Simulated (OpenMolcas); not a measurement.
## SiF3 (charge −1): excited-state calculation (part 1 of 3)

- system: SiF3, charge −1
- method: CASPT2/ANO-S-VDZP (OpenMolcas 26.06)

The geometry comes from this level: GFN2-xTB.

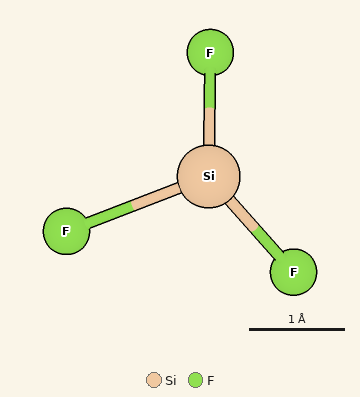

The structure as given in the input (ball-and-stick view, seen at a tilt). Bond lengths as drawn: F–Si 1.69 to 1.70 Å.

### Input
```
&GATEWAY
  Coord=input.xyz
  Basis=ANO-S-VDZP
  Group=NoSym
  RICD

&SEWARD

&RASSCF
  FileOrb=$CurrDir/step2.RasOrb
  Spin=1
  Nactel=10 0 0
  Inactive=16
  Ras2=10
  CIRoot=2 2 1
  OrbListing=Few
  OrbAppear=Compact

&CASPT2
  Multistate=all
  IPEA=0
  Imaginary=0.1

&RASSI
  NrOfJobIphs=1 all
  IphNames
  JOBMIX
  EJob
```

### File input.xyz
```
4

Si    -0.004470     0.005770     0.685050
F      1.428310    -0.030960    -0.216950
F     -0.687310     1.250250    -0.242810
F     -0.736530    -1.225060    -0.225300
```

Run on 1 thread of Intel Xeon (Sapphire Rapids), 16 GiB of memory available, shared host.

Command:
```bash
export MOLCAS_MEM=1860
pymolcas step7.input > step7.log
```

### Log
```
--- Start Module: gateway ---

                                              &GATEWAY

                       available to each process: 1.9 GB of memory, 1 thread

++    Symmetry information:
      ---------------------

                    Character Table for C1

                             E
                    a        1  x, y, xy, Rz, z, xz, Ry, yz, Rx, I
--

++    Basis set information:
      ----------------------

      Basis set label: SI.ANO-S...4S3P1D.

      Electronic valence basis set:
      ------------------
      Associated Effective Charge  14.000000 au
      Associated Actual Charge     14.000000 au
      Nuclear Model: Point charge

      Shell  nPrim  nBasis  Cartesian Spherical Contaminant
         s      13       4        X
         p      10       3        X
         d       4       1                 X

      Basis set label: F.ANO-S...3S2P1D.

      Electronic valence basis set:
      ------------------
      Associated Effective Charge   9.000000 au
      Associated Actual Charge      9.000000 au
      Nuclear Model: Point charge

      Shell  nPrim  nBasis  Cartesian Spherical Contaminant
         s      10       3        X
         p       6       2        X
         d       3       1                 X
--

++    Molecular structure info:
      -------------------------

                    ************************************************
                    **** Cartesian Coordinates / bohr, angstrom ****
                    ************************************************

     Center  Label                x              y              z                     x              y              z
        1      SI1             -0.008447       0.010904       1.294557             -0.004470       0.005770       0.685050
        2      F2               2.699115      -0.058506      -0.409976              1.428310      -0.030960      -0.216950
        3      F3              -1.298828       2.362630      -0.458844             -0.687310       1.250250      -0.242810
        4      F4              -1.391840      -2.315028      -0.425755             -0.736530      -1.225060      -0.225300

                    ***************************************
                    *    InterNuclear Distances / bohr    *
                    ***************************************

               1 SI1           2 F2            3 F3            4 F4
    1 SI1      0.000000
    2 F2       3.200178        0.000000
    3 F3       3.204702        4.674166        0.000000
    4 F4       3.206744        4.672050        4.678700        0.000000

                    *******************************************
                    *    InterNuclear Distances / angstrom    *
                    *******************************************

               1 SI1           2 F2            3 F3            4 F4
    1 SI1      0.000000
    2 F2       1.693461        0.000000
    3 F3       1.695855        2.473462        0.000000
    4 F4       1.696936        2.472342        2.475861        0.000000
--

            Nuclear Potential Energy            169.96116391 au

--- Stop Module: gateway /rc=_RC_ALL_IS_WELL_ ---

--- Start Module: seward ---

                                              &SEWARD

                       available to each process: 1.9 GB of memory, 1 thread

               SEWARD will generate:
                  Multipole Moment integrals up to order  2
                  Kinetic Energy integrals
                  Nuclear Attraction integrals (point charge)
                  One-Electron Hamiltonian integrals
                  Velocity integrals
                  Orbital angular momentum around ( -0.0009   0.0012   0.1368 )
                  Velocity quadrupole around ( -0.0009   0.0012   0.1368 )
                  RI decomposed two-electron repulsion integrals stored Cholesky style
                   - acCD auxiliary basis
                   - CD Threshold:   1.00E-04

                   Integrals are discarded if absolute value <: 1.00E-14
                   Integral cutoff threshold is set to       <: 1.00E-16

            Nuclear Potential Energy            169.96116391 au

      Basis set specifications :
      Symmetry species         a
      Basis functions           60

--- Stop Module: seward /rc=_RC_ALL_IS_WELL_ ---

--- Start Module: rasscf ---

                                              &RASSCF

                       available to each process: 1.9 GB of memory, 1 thread

      Header of the ONEINT file:
      --------------------------

      OrdInt status: non-squared

      Cartesian coordinates in angstrom:
      -----------------------------------------------------
      No.  Label        X            Y            Z
      -----------------------------------------------------
       1   SI1       -0.00447000   0.00577000   0.68505000
       2   F2         1.42831000  -0.03096000  -0.21695000
       3   F3        -0.68731000   1.25025000  -0.24281000
       4   F4        -0.73653000  -1.22506000  -0.22530000
      -----------------------------------------------------
      Nuclear repulsion energy =  169.96116391

++    Wave function specifications:
      -----------------------------

      Number of closed shell electrons          32
      Number of electrons in active shells      10
      Max number of holes in RAS1 space          0
      Max nr of electrons in RAS3 space          0
      Number of inactive orbitals               16
      Number of active orbitals                 10
      Number of secondary orbitals              34
      Spin quantum number                      0.0
      State symmetry                             1
--

++    Orbital specifications:
      -----------------------

      Symmetry species                           1
                                                 a
      Frozen orbitals                            0
      Inactive orbitals                         16
      Active orbitals                           10
      RAS1 orbitals                              0
      RAS2 orbitals                             10
      RAS3 orbitals                              0
      Secondary orbitals                        34
      Deleted orbitals                           0
      Number of basis functions                 60
--

++    CI expansion specifications:
      ----------------------------

      Number of CSFs                         19404
      Number of spin combinations            31878
      Number of determinants                 63504
      Number of root(s) required                 2
      Root chosen for geometry opt.              2
      CI roots used                              1     2
      weights                                0.500 0.500
      highest root included in the CI            2
      max. size of the explicit Hamiltonian    200
--

++    Optimization specifications:
      ----------------------------

      RASSCF algorithm: LK RI/DF
      Maximum number of macro iterations       200
      Maximum number of SX iterations          100
      Threshold for RASSCF energy            1.000E-08
      Threshold for max MO rotation          1.000E-01
      Threshold for max BLB element          1.000E-04
      Level shift parameter                  5.000E-01
      Make Quasi-Newton update
--

      The MO-coefficients are taken from the file:
      step2.RasOrb
      Title: RASSCF average (pseudo-natural) orbitals

      Total molecular charge   -1.00

      ************************************************************************************************************************
      *                                            Wave function control section                                             *
      ************************************************************************************************************************

                                         RASSCF iterations: Energy and convergence statistics
                                         ----------------------------------------------------

          iter iter root      energy       change     param      element    value   shift minimum  type update hh:mm:ss
 Nr of preliminary CI iterations:   5
        1   1    6    0  -587.51837205    0.00E+00   2.35E-04   14  39 1  2.03E-04*  0.22   0.00    SX    NO    0:00:00
        2   2    5    0  -587.51837761   -5.55E-06* -1.62E-04   11  43 1  9.68E-05   0.22   0.00    SX    NO    0:00:00
        3   2    5    0  -587.51838093   -3.32E-06* -5.97E-05   11  23 1 -4.79E-05   0.22   0.00    SX    NO    0:00:00
        4   5    5    0  -587.51838181   -8.79E-07*  9.11E-05   11  23 1 -7.08E-05   0.22   0.00    SX    NO    0:00:00
        5   4    5    0  -587.51838187   -6.11E-08*  1.67E-04   14  39 1 -4.97E-05   0.22   1.33    QN   YES    0:00:00
        6   4    5    0  -587.51838189   -2.14E-08*  4.90E-05   11  43 1 -1.02E-04*  0.22   0.69    QN   YES    0:00:00
        7   3    5    0  -587.51838190   -7.22E-09  -2.67E-05   14  39 1 -5.14E-05   0.22   0.58    QN   YES    0:00:00
      Convergence after  7 iterations
        8   2    5    0  -587.51838190   -2.62E-09  -2.67E-05   11  43 1 -6.66E-06   0.22   0.58    QN   YES    0:00:00

      ************************************************************************************************************************
                                                      Wave function printout:
                       occupation of active orbitals, and spin coupling of open shells (u,d: Spin up or down)
      ************************************************************************************************************************

      Note: transformation to natural orbitals
      has been made, which may change the order of the CSFs.

      printout of CI-coefficients larger than  0.05 for root  1
      energy=    -587.625246
      conf/sym  1111111111     Coeff  Weight
             1  2222200000  -0.97741 0.95533
           116  2220200002   0.05364 0.00288
           216  2022200020   0.05044 0.00254

      printout of CI-coefficients larger than  0.05 for root  2
      energy=    -587.411517
      conf/sym  1111111111     Coeff  Weight
             4  2222u00d00   0.97595 0.95248
           550  2220u00d02  -0.05344 0.00286
           811  2022u00d20  -0.05010 0.00251
           877  0222u02d00   0.05041 0.00254

      Natural orbitals and occupation numbers for root  1
      sym 1:   1.975708   1.978640   1.984356   1.977798   1.994763   0.013966   0.025574   0.003979   0.021587   0.023629

      Natural orbitals and occupation numbers for root  2
      sym 1:   1.972874   1.978294   1.982769   1.977212   1.048425   0.014721   0.026383   0.955672   0.020652   0.022999

      ************************************************************************************************************************
      *                                                    Final results                                                     *
      ************************************************************************************************************************

++    Final optimization conditions:
      ------------------------------

      Average CI energy                            -587.51838190
      RASSCF energy for state  2                   -587.41151740
      Super-CI energy                                -0.00000001
      RASSCF energy change                            0.00000000
      Max change in MO coefficients              -4.621E-05
      Max non-diagonal density matrix element    -2.671E-05
      Maximum BLB matrix element                 -6.662E-06
      (orbital pair  11,  43 in symmetry   1)
      Norm of electronic gradient            1.042E-01
--

      Final state energy(ies):
      ------------------------

::    RASSCF root number  1 Total energy:   -587.62524640
::    RASSCF root number  2 Total energy:   -587.41151740

++    Molecular orbitals:
      -------------------

      Pseudonatural active orbitals and approximate occupation numbers

      MOLECULAR ORBITALS FOR SYMMETRY SPECIES 1: a

      INDEX  ENERGY  OCCUPATION COEFFICIENTS ...
          1  -68.7150    2.0000
                 1 SI1    1s     ( 0.9994)
          2  -26.1133    2.0000
                19 F2     1s     ( 1.0000)
          3  -26.0800    2.0000
                33 F3     1s     ( 1.0000)
          4  -26.0704    2.0000
                47 F4     1s     ( 1.0000)
          5   -6.0428    2.0000
                 2 SI1    2s     (-0.9997)
          6   -4.1485    2.0000
                 8 SI1    2py    (-0.9987)
          7   -4.1484    2.0000
                 5 SI1    2px    (-0.9970)
          8   -4.1461    2.0000
                11 SI1    2pz    ( 0.9978)
          9   -1.3735    2.0000
                20 F2     2s     ( 0.1103)  48 F4     2s     ( 0.9478)
         10   -1.3006    2.0000
                20 F2     2s     (-0.9714)  22 F2     2px    (-0.2021)  48 F4     2s     ( 0.1081)
         11   -1.2364    2.0000
                34 F3     2s     ( 0.9655)  38 F3     2py    ( 0.1598)  40 F3     2pz    (-0.2208)
         12   -0.5369    2.0000
                 3 SI1    3s     (-0.1973)   9 SI1    3py    ( 0.1222)  38 F3     2py    ( 0.2491)  40 F3     2pz    ( 0.1671)
                48 F4     2s     ( 0.2374)  50 F4     2px    (-0.3304)  52 F4     2py    (-0.6345)  54 F4     2pz    (-0.3580)

         13   -0.4773    2.0000
                38 F3     2py    ( 0.4961)  40 F3     2pz    ( 0.3888)  50 F4     2px    ( 0.3159)  52 F4     2py    (-0.2186)
                54 F4     2pz    ( 0.5693)
         14   -0.4715    2.0000
                36 F3     2px    ( 0.7427)  40 F3     2pz    (-0.2911)  50 F4     2px    ( 0.4753)  52 F4     2py    (-0.1023)
                54 F4     2pz    (-0.1893)
         15   -0.4470    2.0000
                36 F3     2px    ( 0.4840)  40 F3     2pz    (-0.2335)  50 F4     2px    (-0.6622)  54 F4     2pz    ( 0.5038)

         16   -0.4267    2.0000
                36 F3     2px    (-0.2157)  38 F3     2py    (-0.5640)  40 F3     2pz    (-0.3553)  50 F4     2px    ( 0.2104)
                52 F4     2py    (-0.6411)  54 F4     2pz    ( 0.3444)
         17   -0.5861    1.9753
                 3 SI1    3s     ( 0.1368)   6 SI1    3px    ( 0.1999)  22 F2     2px    (-0.5792)  24 F2     2py    ( 0.1924)
                26 F2     2pz    ( 0.5320)  36 F3     2px    (-0.1807)  38 F3     2py    ( 0.1823)  40 F3     2pz    (-0.2094)
```
